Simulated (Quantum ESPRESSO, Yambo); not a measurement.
# CdS (Hawleyite): one start, several treatments of the self-energy, part 2 of 2

Aim: compare treatments of exchange, screening and correlation for the gap of CdS (Hawleyite).

Quantum ESPRESSO 7.5 and Yambo 5.3.0; PBE and many-body steps on it, plane waves. Known limits of the many-body steps: not at the basis limit; no spin-orbit coupling; coarse k mesh.

So far. Step 2 (Empty states on the mesh, 4×4×4 mesh, 598 bands): On this mesh the gap is 1.145 eV. Step 4 (G0W0, Godby-Needs plasmon pole): The gap on the mesh goes from 1.14 eV to 2.20 eV, a correction of +1.05 eV.

### 5. One-shot COHSEX

This step: one-shot COHSEX on PBE, plane waves, norm-conserving pseudopotentials.

The input, gw4.in:

```
HF_and_locXC
gw0
dyson
cohsex
em1s
rim_cut
RandQpts= 1000000
RandGvec= 1 RL
EXXRLvcs= 94 Ry
VXCRLvcs= 376 Ry
Chimod= "HARTREE"
% BndsRnXs
 1 | 251 |
%
NGsBlkXs= 17 Ry
% LongDrXs
 1 | 1 | 1 |
%
% GbndRnge
 1 | 251 |
%
DysSolver= "n"
ExtendOut
% QPkrange
 1 | 1 | 12 | 15 |
%
```

Launch:

```sh
$ OMP_NUM_THREADS=1 mpirun -n 8 yambo -F gw4.in -J gw4 -C gw4 > gw4.log
```

Output:

```text
 Yambo, version 5.3.0

 [02] CORE Variables Setup
 =========================

  [... cell, symmetries and grids as in the set-up ...]

  [02.05] Energies & Occupations
  ==============================

  [X] === General ===
  [X] Electronic Temperature                        :  0.000000  0.000000 [eV K]
  [X] Bosonic    Temperature                        :  0.000000  0.000000 [eV K]
  [X] Finite Temperature mode                       : no
  [X] El. density                                   :  0.52403E+24 [cm-3]
  [X] Fermi Level                                   :  6.982053 [eV]

  [X] === Gaps and Widths ===
  [X] Conduction Band Min                           :  1.144727 [eV]
  [X] Valence Band Max                              :  0.000000 [eV]
  [X] Filled Bands                                  :  13
  [X] Empty Bands                                   :    14   598
  [X] Direct Gap                                    :  1.144727 [eV]
  [X] Direct Gap localized at k                     :  1
  [X] Indirect Gap                                  :  1.144727 [eV]
  [X] Indirect Gap between kpts                     :  1  1
  [X] Last valence band width                       :  2.183509 [eV]
  [X] 1st conduction band width                     :  4.279643 [eV]

 [03] Transferred momenta grid and indexing
 ==========================================

 IBZ Q-points                                      :   8
 BZ  Q-points                                      :   64

 K/Q-points units:
 rlu = crystal or reduced units; cc = cartesian coordinates; iku = interal k-units

 Q [1]          [rlu]:  0.000000  0.000000  0.000000
 Q [2]          [rlu]: -0.40681E-17 -0.40681E-17  0.25000
 Q [3]          [rlu]:  0.81362E-17  0.81362E-17 -0.50000
[...]
BZ Q point size factor                           : -1.000000
  X Optical Averaged directions                    : none

 [07] Local Exchange-Correlation + Non-Local Fock
 ================================================

 [VXC] Plane waves :   41151
 [EXS] Plane waves :   5161

 QP @ state[ 1 ] K range:  1  1
 QP @ state[ 1 ] b range:  12  15

 [xc] Functional : Perdew, Burke & Ernzerhof(X)+Perdew, Burke & Ernzerhof(C)
 [xc] LIBXC used to calculate xc functional
  PP Number of Atomic Species                      :  2
  NLCC RL compoments                               :   41151
  PP Number of Atomic Species                      :  2
  NLCC RL compoments                               :   41151

 [xc] E_xc :  -17.59455 [Ha]
      E_xc :  -35.18910 [Ry]

  Local XC kind (lXC) : Perdew, Burke & Ernzerhof(X)+Perdew, Burke & Ernzerhof(C)
  Non-Local XC kind (nlXC) : Hartree-Fock

  Corrections @ K [1] :  [eV]
 <12|nlXC|12> = -18.34335 -0.22510E-17 <12|lXC|12> = -15.38910  0.14161E-15
 <13|nlXC|13> = -18.34341 -0.25956E-17 <13|lXC|13> = -15.38910 -0.94408E-16
 <14|nlXC|14> = -6.737010  0.54721E-17 <14|lXC|14> = -10.63635  0.94408E-16
 <15|nlXC|15> = -5.838178  0.49252E-17 <15|lXC|15> = -10.64223  0.23602E-16

 [08] Dyson equation: Newton solver
 ==================================

 [Newton] Sc step       :  0.100000 [eV]
 [Newton] Sc steps      :  1

  [08.01] G0W0 (COHSEX)
  =====================

  [  GW  ] Bands range     :   1  15

  QP @ state[ 1 ] K range:  1  1
  QP @ state[ 1 ] b range:  12  15

   Sc Empty Bands                                   : no
   Sc bands terminator                              : no
   Sx RL components                                 :   5161

   QP @ state[ 1 ] K range                          :  1  1
   QP @ state[ 1 ] b range                          :  12  15
   GF WF`s kind                                     : Perdew, Burke & Ernzerhof(X)+Perdew, Burke & Ernzerhof(C)
   Xs energies kind                                 : Perdew, Burke & Ernzerhof(X)+Perdew, Burke & Ernzerhof(C)
   Xs WF`s kind                                     : Perdew, Burke & Ernzerhof(X)+Perdew, Burke & Ernzerhof(C)

 [11] Game Over & Game summary
```

It took 1.8 min on 8 MPI ranks of Arm Neoverse V2, shared host; peak memory 4.2 GiB.

This step gave:

```yaml
quasiparticle_gap_on_the_points_computed: 3.015 eV
starting_gap_on_the_mesh: 1.145 eV
k_of_the_valence_top: 0, 0, 0
k_of_the_conduction_bottom: 0, 0, 0
least_direct_quasiparticle_gap_on_the_computed_points: 3.015 eV
z_at_the_valence_top: 1
z_at_the_conduction_bottom: 1
```

Against G0W0 in Yambo (4×4×4 mesh, 251 bands, screening to 231.3 eV, Godby-Needs plasmon pole), the gap moves by +0.820 eV.

### 6. One-shot Hartree-Fock

This step: one-shot Hartree-Fock on PBE, plane waves, norm-conserving pseudopotentials.

The input, gw5.in:

```
HF_and_locXC
rim_cut
RandQpts= 1000000
RandGvec= 1 RL
EXXRLvcs= 94 Ry
VXCRLvcs= 376 Ry
% QPkrange
 1 | 1 | 12 | 15 |
%
```

Launch:

```sh
$ OMP_NUM_THREADS=1 mpirun -n 8 yambo -F gw5.in -J gw5 -C gw5 > gw5.log
```

Output:

```text
 Yambo, version 5.3.0

 [02] CORE Variables Setup
 =========================

  [... cell, symmetries and grids as in the set-up ...]

  [02.05] Energies & Occupations
  ==============================

  [X] === General ===
  [X] Electronic Temperature                        :  0.000000  0.000000 [eV K]
  [X] Bosonic    Temperature                        :  0.000000  0.000000 [eV K]
  [X] Finite Temperature mode                       : no
  [X] El. density                                   :  0.52403E+24 [cm-3]
[...]
PP Number of Atomic Species                      :  2
  NLCC RL compoments                               :   41151

 [xc] E_xc :  -17.59455 [Ha]
      E_xc :  -35.18910 [Ry]

  Local XC kind (lXC) : Perdew, Burke & Ernzerhof(X)+Perdew, Burke & Ernzerhof(C)
  Non-Local XC kind (nlXC) : Hartree-Fock

  Corrections @ K [1] :  [eV]
 <12|nlXC|12> = -18.34335 -0.22510E-17 <12|lXC|12> = -15.38910  0.000000
 <13|nlXC|13> = -18.34341 -0.25955E-17 <13|lXC|13> = -15.38910  0.000000
 <14|nlXC|14> = -6.737010  0.54721E-17 <14|lXC|14> = -10.63635  0.000000
 <15|nlXC|15> = -5.838178  0.49252E-17 <15|lXC|15> = -10.64223 -0.70806E-16

 [08] Game Over & Game summary
```

Run time: 3.2 s. Hardware: 8 MPI ranks; peak memory 3.1 GiB; 25 s of CPU time.

Numbers from this step:

```yaml
quasiparticle_gap_on_the_mesh: 7.998 eV
starting_gap_on_the_mesh: 1.145 eV
k_of_the_valence_top: 0, 0, 0
k_of_the_conduction_bottom: 0, 0, 0
least_direct_quasiparticle_gap_on_the_computed_points: 7.998 eV
```

Against G0W0 in Yambo (4×4×4 mesh, 251 bands, screening to 231.3 eV, Godby-Needs plasmon pole), the gap moves by +5.803 eV.

### 7. The runs together

Times are wall times on 8 MPI ranks of Arm Neoverse V2, shared host, good to a factor of about two.

```
                           run   mesh  bands  screening cutoff (eV)  DFT gap (eV)  gap on the mesh (eV)  direct (eV)     time
G0W0, Godby-Needs plasmon pole  4×4×4    251                  231.3         1.145                 2.195        2.195  2.8 min
               one-shot COHSEX  4×4×4    251                  231.3         1.145                 3.015        3.015  1.8 min
         one-shot Hartree-Fock  4×4×4      -                      -         1.145                 7.998        7.998    3.2 s
```

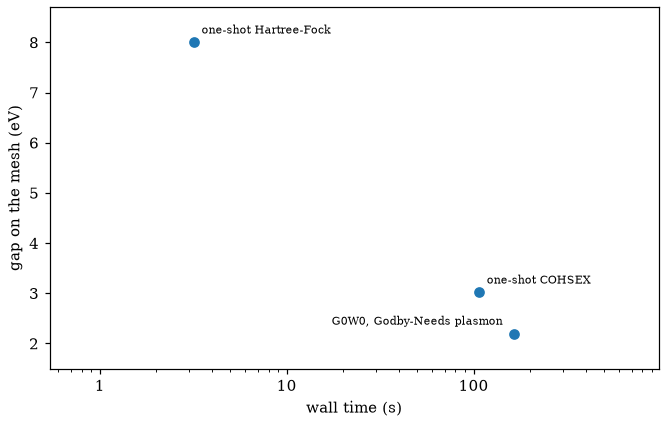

Result against wall time.

### 8. Summary of results

```yaml
g0w0_godby_needs_plasmon_pole: 2.195 eV
one_shot_cohsex: 3.015 eV
one_shot_hartree_fock: 7.998 eV
known_limits: not at the basis limit; no spin-orbit coupling; coarse k mesh
```

**Reading.** One-shot COHSEX: +0.820 eV against G0W0, Godby-Needs plasmon pole. One-shot Hartree-Fock: +5.803 eV against G0W0, Godby-Needs plasmon pole. Bare exchange alone opens the gap to 8.00 eV; against G0W0, correlation takes back 5.80 eV. Static COHSEX lies above G0W0: it lacks the factor Z and overstates the Coulomb hole of the filled states. Against experiment, by G0W0, Godby-Needs plasmon pole: the gap of 2.20 eV lies −0.22 eV from the measured 2.42 eV (optical, 1995). An exciton line or allowed optical edge lies below the quasiparticle gap by the binding energy; a forbidden edge can push the onset above it. These are gaps on the mesh, at modest bands and cutoff. The calculation has static nuclei and no excitons; a measured gap holds zero-point and thermal motion, which mostly lowers it. Bands and cutoff are finite, so the gap is not at the basis limit. The miss can reach some tenths of an eV and take either sign; the mesh is an error of its own. The 4×4×4 mesh is coarse for this cell, which bears on the long-range parts of exchange and screening. The many-body steps are scalar-relativistic: spin-orbit coupling is not in them.

[Paths, hosts, dates, memory and timing lines, banners, echoed tables and standing remarks are left out of the program output.]

[Logs are printed without paths, hosts, clocks, repeated set-up lines and the standing remarks that a program may print on its own settings, such as how far it seeks lower states.]

[Runs of the session that timed out or met a known fault of the program may be left out.]

[Hosts, paths, dates, database ids (printed as entryN), source tags and the programs' standing remarks are cut or masked in the printed files.]
